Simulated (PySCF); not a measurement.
## NMR shielding calculation of C2H11NSi2

System: C2H11NSi2.
Method: GIAO PBE0/pcSseg-1 NMR shielding, non-relativistic, gas phase (PySCF 2.14.0).

The geometry comes from this level: GFN2-xTB. Figures and captions count atoms from 1; the log counts them from 0 in places.

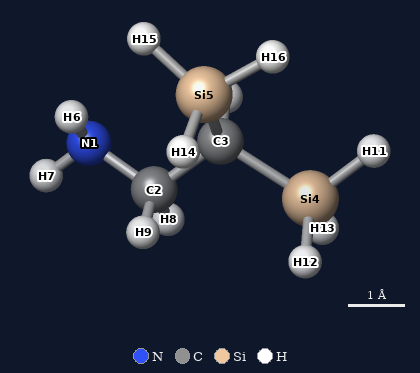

*The structure as given in the input (ball-and-stick view, seen at a tilt; atoms are numbered from 1 in the order of the input).*

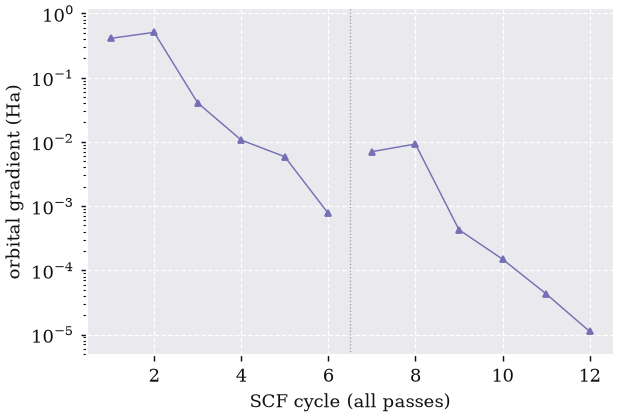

*Convergence of the self-consistent field: orbital gradient against the SCF cycle. The dotted line marks the change from a coarse to the final integration grid.*

The first 6 cycles use a coarse grid, the final grid takes over at cycle 7, and the field converges after 12 cycles in all.

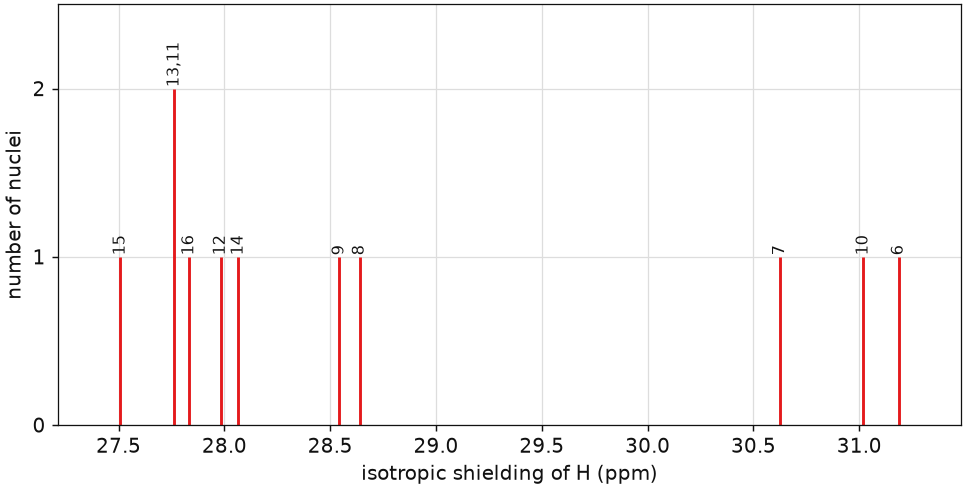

*Isotropic shieldings of the hydrogen nuclei in this fixed geometry, labelled by atom number; shielding grows to the right, so chemical shift grows to the left.*

The least shielded is H15 (27.5 ppm), the most shielded H6 (31.2 ppm).

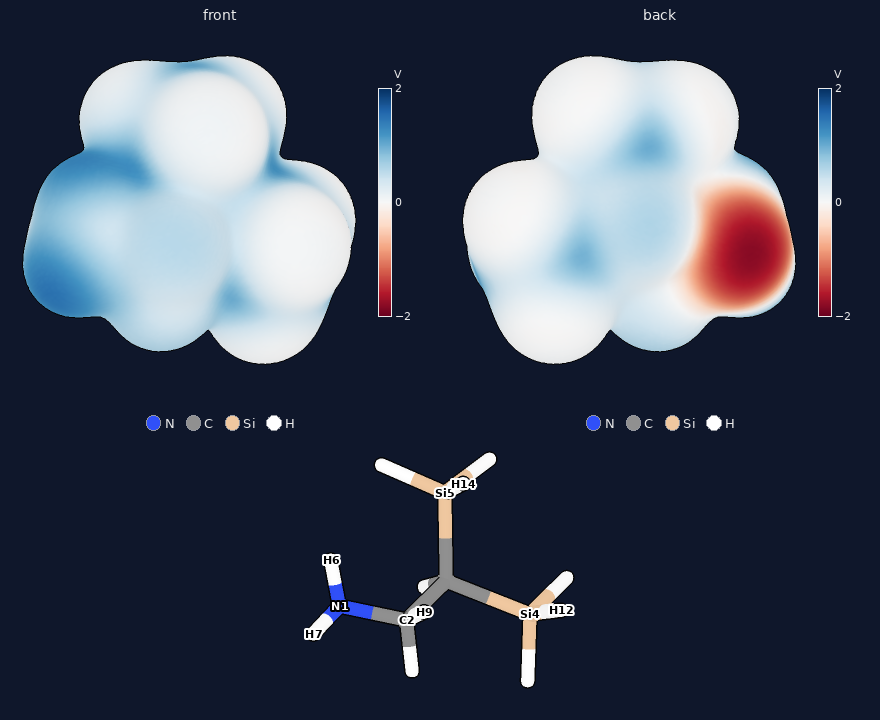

*The molecular electrostatic potential painted on the density surface at 0.002 e/bohr³, seen at a tilt and from behind; the colour scale runs from red (negative) to blue (positive). The bare structure is drawn below in the same view.*

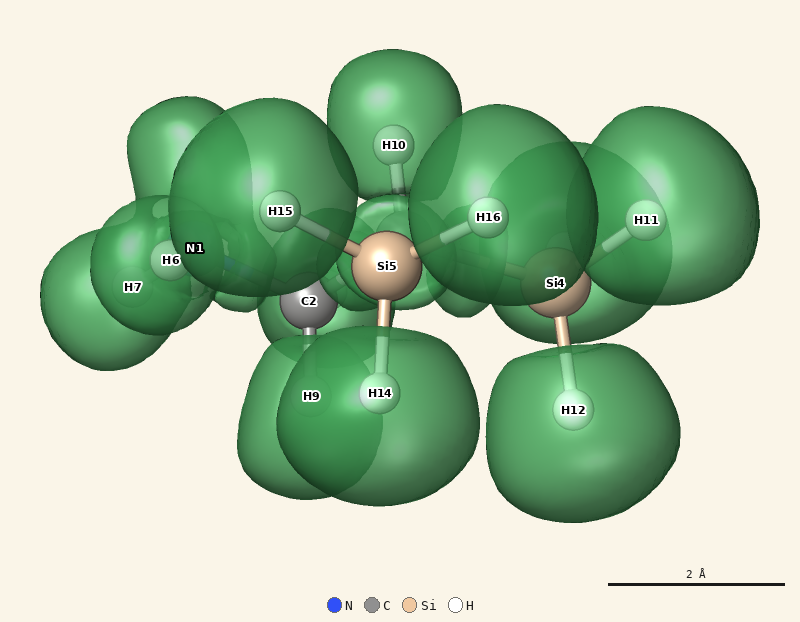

*Isosurface of the electron localisation function at 0.75 (green), seen from the side. Only the valence region is drawn (cores and ρ < 0.01 e/Å³ removed).*

Along the contacts the grid gives the following. C–N (1.45 Å): the ELF peaks at about 0.95 between the atoms (a shared electron pair).

These pictures come from the run below.

### The input
```
{"job": {"kind": "nmr", "xc": "PBE0", "basis": "pcSseg-1"}, "charge": 0, "multiplicity": 1}
N     -1.760469    -1.213960    -0.778960
C     -0.415744    -1.167560    -0.227629
C      0.218476     0.206649    -0.443153
Si     2.093860     0.124515    -0.120266
Si    -0.640090     1.571815     0.573559
H     -2.363673    -0.564679    -0.285592
H     -2.153674    -2.143226    -0.673947
H      0.163232    -1.933657    -0.756131
H     -0.381138    -1.418629     0.848100
H      0.079099     0.453012    -1.501010
H      2.693118     1.433403    -0.381242
H      2.349205    -0.263439     1.269870
H      2.702607    -0.873575    -1.005328
H     -0.685320     1.165291     1.982701
H     -2.015663     1.810892     0.119824
H      0.108575     2.822092     0.444939
```

The first line tells a small driver script what to run in PySCF; the rest is the geometry in Å.

Launched with:
```bash
OMP_NUM_THREADS=1 python <driver script> task.json out
```

### Log
```
coarse grid: 13304 points
cycle   1  E = -716.0309986151  dE =  1.149e-01  |g| = 4.079e-01  |ddm| = 3.399e+00
cycle   2  E = -716.0092158532  dE =  2.178e-02  |g| = 5.067e-01  |ddm| = 8.299e-01
cycle   3  E = -716.0703117377  dE = -6.110e-02  |g| = 4.046e-02  |ddm| = 5.095e-01
cycle   4  E = -716.0706939970  dE = -3.823e-04  |g| = 1.067e-02  |ddm| = 5.313e-02
cycle   5  E = -716.0707143558  dE = -2.036e-05  |g| = 5.866e-03  |ddm| = 1.558e-02
cycle   6  E = -716.0707220044  dE = -7.649e-06  |g| = 7.669e-04  |ddm| = 4.988e-03
final grid: 116352 points
cycle   7  E = -716.0966124338  dE = -2.179e-05  |g| = 7.034e-03  |ddm| = 2.139e-02
cycle   8  E = -716.0966037776  dE =  8.656e-06  |g| = 9.247e-03  |ddm| = 1.442e-02
cycle   9  E = -716.0966240131  dE = -2.024e-05  |g| = 4.279e-04  |ddm| = 8.420e-03
cycle  10  E = -716.0966240471  dE = -3.401e-08  |g| = 1.491e-04  |ddm| = 5.198e-04
cycle  11  E = -716.0966240521  dE = -4.966e-09  |g| = 4.301e-05  |ddm| = 1.418e-04
cycle  12  E = -716.0966240525  dE = -4.172e-10  |g| = 1.118e-05  |ddm| = 5.383e-05
converged SCF energy = -716.0966240525

GIAO shielding tensors (ppm)
atom      isotropic    diamagn.    paramagn.     s11        s22        s33       span
  0 N      221.024     313.885     -92.861    187.168    225.947    249.957     62.789
  1 C      138.835     245.646    -106.811    122.435    136.499    157.572     35.137
  2 C      180.124     255.585     -75.461    159.251    179.133    201.988     42.737
  3 Si     416.706     880.210    -463.504    372.851    402.441    474.827    101.976
  4 Si     420.562     880.689    -460.127    379.903    405.737    476.045     96.142
  5 H       31.185      32.290      -1.104     23.140     31.885     38.531     15.391
  6 H       30.625      29.927       0.697     23.207     27.159     41.508     18.301
  7 H       28.639      31.096      -2.458     22.722     29.664     33.529     10.808
  8 H       28.543      32.148      -3.606     23.487     28.941     33.201      9.714
  9 H       31.019      32.356      -1.337     27.334     28.546     37.176      9.842
 10 H       27.771      29.321      -1.550     24.008     25.965     33.339      9.331
 11 H       27.982      29.479      -1.497     24.702     26.290     32.952      8.250
 12 H       27.756      29.248      -1.492     24.057     25.715     33.495      9.439
 13 H       28.066      29.965      -1.899     25.111     25.917     33.170      8.059
 14 H       27.509      29.787      -2.279     23.546     26.180     32.800      9.255
 15 H       27.833      29.668      -1.835     24.126     26.060     33.313      9.187
```

### Results in brief

| quantity | value |
| --- | --- |
| outcome | converged |
| total energy | −716.096624 hartree |
| HOMO | −6.92 eV |
| LUMO | 0.49 eV |
| dipole moment | 1.17 D |
| isotropic shielding, N | 221.0 ppm |
| isotropic shielding, C | 138.8 to 180.1 ppm |
| isotropic shielding, Si | 416.7 to 420.6 ppm |
| isotropic shielding, H | 27.5 to 31.2 ppm |
| hardware | 1 CPU thread, shared host |
| wall time | 41 s |
| peak memory | 0.73 GiB |
